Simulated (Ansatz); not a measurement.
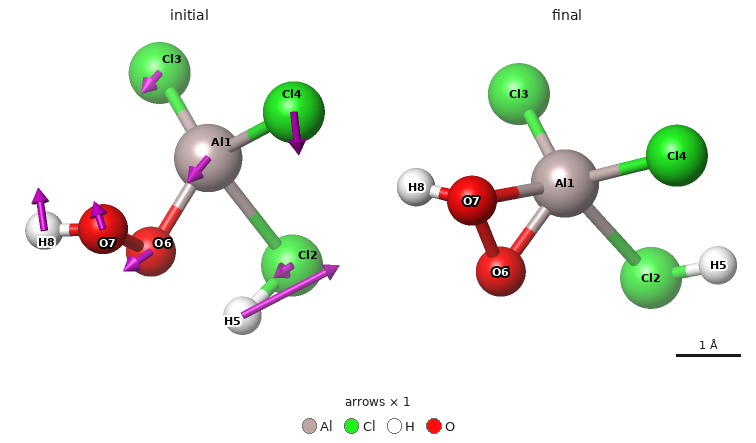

The structure of AlH2O2Cl3 (started from a transition state, displaced along its imaginary mode) before (left) and after (right) a relaxation, at one scale. The purple arrows give the displacements, at their true length.

Style: ball-and-stick. Shown at a tilt.

The calculation used RKS PBE0-D4/def2-TZVP in Ansatz.

Input
```yaml
crystal:
  periodic: [false, false, false]
  atoms:
    - {symbol: Al, position_ang: [-0.291871, -0.745942, -0.134764]}
    - {symbol: Cl, position_ang: [-2.142322, 0.876292, -0.657803]}
    - {symbol: Cl, position_ang: [0.042295, -1.772176, -1.923383]}
    - {symbol: Cl, position_ang: [-0.971190, -1.815292, 1.518755]}
    - {symbol: H, position_ang: [-1.248561, 1.677937, -0.145663]}
    - {symbol: O, position_ang: [0.523845, 0.782817, 0.116887]}
    - {symbol: O, position_ang: [1.673842, 0.401946, 0.913691]}
    - {symbol: H, position_ang: [2.414062, 0.594417, 0.312380]}
basis:
  gaussian: {orbitals: def2-TZVP}
hamiltonian: {xc: pbe0, dispersion: d4}
relax: {f_tol: 0.005, max_steps: 200}
```

Launched with:
```bash
ansatz run in.yaml --threads 8 --pin off --events-out ev --progress --plain --max-ram 19148MiB
```

**What changed between the two?**

After 32 accepted moves (38 points after the start) the energy has fallen by 4.51 kcal/mol. The largest force component goes from 0.35 to 0.0049 eV/Å. The line search rejected the trial steps at points 9, 11, 15, 22, 25, 31 of the run. The atom that moves furthest after the best rigid fit is H5 (1.72 Å). Largest moves by element: H 1.72 Å, Cl 0.70 Å, O 0.59 Å, Al 0.55 Å. Near-neighbour distances that change, for instance: Al1–O7 2.506 → 1.956 Å, Al1–Cl2 2.516 → 2.620 Å, O6–O7 1.450 → 1.485 Å, Al1–Cl4 2.083 → 2.105 Å. Among the angles between lasting bonds that change: Al1–O6–O7 102.7° → 73.8°, Cl2–Al1–Cl4 104.8° → 91.2°, Cl2–Al1–O6 79.0° → 89.9°. Groups turn about Al1–Cl2 by about 105°.
